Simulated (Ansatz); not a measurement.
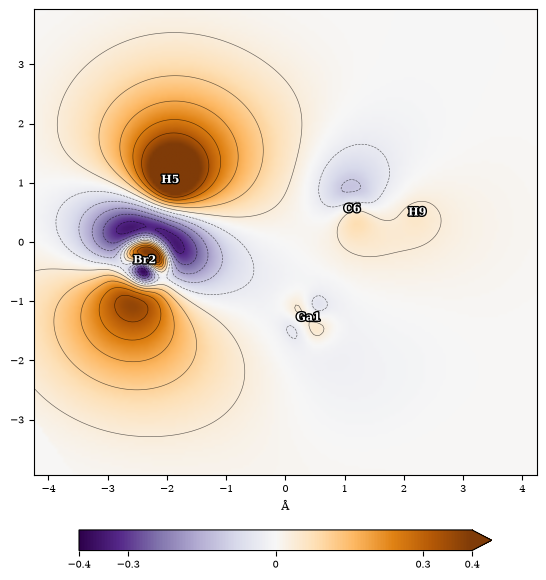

The picture shows: CH₆BrGa. The LUMO on the plane of atoms Ga1, C6 and H9 (values in Å⁻³ᐟ²; the overall sign is arbitrary).

The product side of a reaction path; geometry: PBE0-D4/def2-TZVP.

All numbers below come from RKS PBE0-D4/def2-TZVPP (Ansatz 0.2.0).

| atom | x (Å) | y (Å) | z (Å) |
| --- | --- | --- | --- |
| Ga | -0.7912 | -0.6812 | -0.4706 |
| Br | 1.0240 | 0.8609 | -2.1734 |
| H | -0.3182 | -2.0680 | -1.0472 |
| H | -2.0843 | -0.0065 | -1.0637 |
| H | 1.6751 | 1.4244 | -1.0399 |
| C | 0.0152 | 0.0227 | 1.1925 |
| H | -0.0891 | 1.1072 | 1.2692 |
| H | 1.0701 | -0.2462 | 1.2799 |
| H | -0.5016 | -0.4132 | 2.0532 |

Where does this orbital lie, and at what energy?

Answer. Its weight (Hirshfeld) is mainly on Br2 (about 50 %) and H5 (about 40 %). Its energy is −0.79 eV.
